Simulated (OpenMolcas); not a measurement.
# BOF (fluoro(oxo)borane) at FNO-MP2/ANO-L-VDZP (RICD fitting, virtual fraction 0.6)

Aim: the energy change on altering one bond length of BOF (fluoro(oxo)borane) at FNO-MP2/ANO-L-VDZP (RICD fitting, virtual fraction 0.6), from 2 runs. 

The calculation is run with OpenMolcas 26.06.

## (1) The system as given

The species is BOF (3 atoms), meant as a singlet with charge 0. SMILES: `O=BF`. The shape is that of a PBE0-D4/def2-TZVP optimisation.

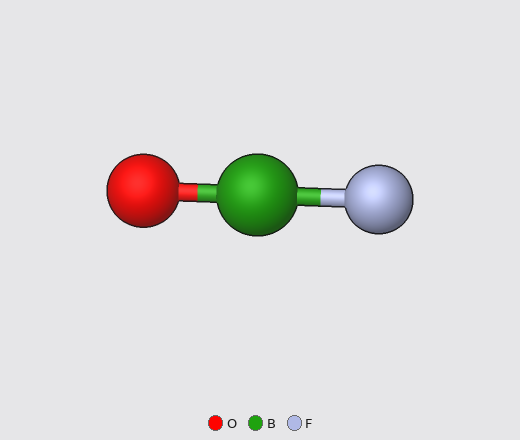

Viewed from a chosen angle; oxygen red, boron green, fluorine light blue.

## (2) A single-point energy at FNO-MP2/ANO-L-VDZP (RICD fitting, virtual fraction 0.6)

Input file job.inp:

```
* BFO FNO-MP2

&GATEWAY
 COORD
 3
 bohr
 O      1.85778975    -1.06788423     0.90687957
 B      0.03836144    -0.02192082     0.01870829
 F     -1.89615119     1.08999403    -0.92558786
 BASIS
 ANO-L-VDZP
 GROUP
 NoSym
 RICD

&SEWARD

&SCF
 PRORBITALS
 0

&MBPT2
 FNOMP2
 0.6
 DOMP2
 FROZEN
 3
```

Command:

```sh
$ export MOLCAS_MEM=1860
$ pymolcas job.inp > job.log
```

The program printed:

```text
--- Start Module: gateway ---
[...]
--- Stop Module: gateway /rc=_RC_ALL_IS_WELL_ ---
[...]
      Basis functions           42
[...]
--- Start Module: scf ---
[...]
       Convergence after  11 Iterations
[...]
::    Total SCF energy                               -199.1081385279
[...]
      Total spin, S                                     0.0000000000
[...]
      Total electronic charge=   22.000000
      Total            charge=   -0.000000
[...]
      Dipole Moment (debye):
      Origin of the operator (angstrom)=   -0.0677    0.0390   -0.0331
                   X= -1.7305E+00               Y=  9.9501E-01               Z= -8.4482E-01           Total=  2.1676E+00
      Quadrupole Moment (debye*angstrom):
[...]
--- Stop Module: scf /rc=_RC_ALL_IS_WELL_ ---
--- Start Module: mbpt2 ---
[...]
WARNING!
Default frozen orbitals as non valence orbitals is overwritten by user input.
Default values:   3
[...]
       Reference weight ( Cref**2 )         =        0.88831
::    Total MBPT2 energy                             -199.5442091990
[...]
--- Stop Module: mbpt2 /rc=_RC_ALL_IS_WELL_ ---
[...]
```

Wall time 2 s (1 thread of Arm Neoverse V2, shared host); peak memory 0.1 GiB.

## (3) The distorted shape, same level

Input file job.inp:

```
&GATEWAY
Coord
3
bohr
O      2.05131472    -1.17911729     1.00134509
B      0.23188640    -0.13315388     0.11317381
F     -1.89615119     1.08999403    -0.92558786
Basis = ANO-L-VDZP
Group = NoSym
RICD
&SEWARD
&SCF
PrOrbitals = 0
&MBPT2
FNOMP2 = 0.6
DoMP2
Frozen = 3
```

Command:

```sh
$ export MOLCAS_MEM=1860
$ pymolcas job.inp > job.log
```

The program printed:

```text
--- Start Module: gateway ---
[...]
--- Stop Module: gateway /rc=_RC_ALL_IS_WELL_ ---
[...]
      Basis functions           42
[...]
--- Start Module: scf ---
[...]
       Convergence after  11 Iterations
[...]
::    Total SCF energy                               -199.1001305030
[...]
      Total spin, S                                     0.0000000000
[...]
      Total electronic charge=   22.000000
      Total            charge=   -0.000000
[...]
      Dipole Moment (debye):
      Origin of the operator (angstrom)=   -0.0076    0.0044   -0.0037
                   X= -1.2383E+00               Y=  7.1206E-01               Z= -6.0453E-01           Total=  1.5511E+00
      Quadrupole Moment (debye*angstrom):
[...]
--- Stop Module: scf /rc=_RC_ALL_IS_WELL_ ---
--- Start Module: mbpt2 ---
[...]
WARNING!
Default frozen orbitals as non valence orbitals is overwritten by user input.
Default values:   3
[...]
       Reference weight ( Cref**2 )         =        0.88414
::    Total MBPT2 energy                             -199.5423679113
[...]
--- Stop Module: mbpt2 /rc=_RC_ALL_IS_WELL_ ---
[...]
```

Run time: 2 s. Hardware: 1 thread of Arm Neoverse V2, shared host; peak memory 0.1 GiB.

## (4) What came out

Level: FNO-MP2/ANO-L-VDZP (RICD fitting, virtual fraction 0.6), 3 core orbitals frozen.

```
                                                         quantity          value
                                        first shape: total energy  -199.54421 Eh
                  first shape: dipole moment (mean-field density)         2.17 D
                 first shape: HOMO energy (Hartree–Fock orbitals)      -14.77 eV
                 first shape: LUMO energy (Hartree–Fock orbitals)        1.93 eV
               first shape: HOMO–LUMO gap (Hartree–Fock orbitals)       16.70 eV
         first shape: correlation energy (3 core orbitals frozen)     -436.1 mEh
                                    distorted shape: total energy  -199.54237 Eh
              distorted shape: dipole moment (mean-field density)         1.55 D
             distorted shape: HOMO energy (Hartree–Fock orbitals)      -15.13 eV
             distorted shape: LUMO energy (Hartree–Fock orbitals)        1.89 eV
           distorted shape: HOMO–LUMO gap (Hartree–Fock orbitals)       17.01 eV
     distorted shape: correlation energy (3 core orbitals frozen)     -442.2 mEh
energy change with the B2–F3 bond stretched from 1.282 to 1.410 Å       0.050 eV
```

**Reading.** With the B2–F3 bond stretched from 1.282 to 1.410 Å the energy rises by 0.05 eV (4.8 kJ/mol). The first shape isn't relaxed at this level, so the change isn't measured from a minimum. Mulliken charges (first shape) of the mean-field density run from -0.27 on F3 to +0.45 on B2.
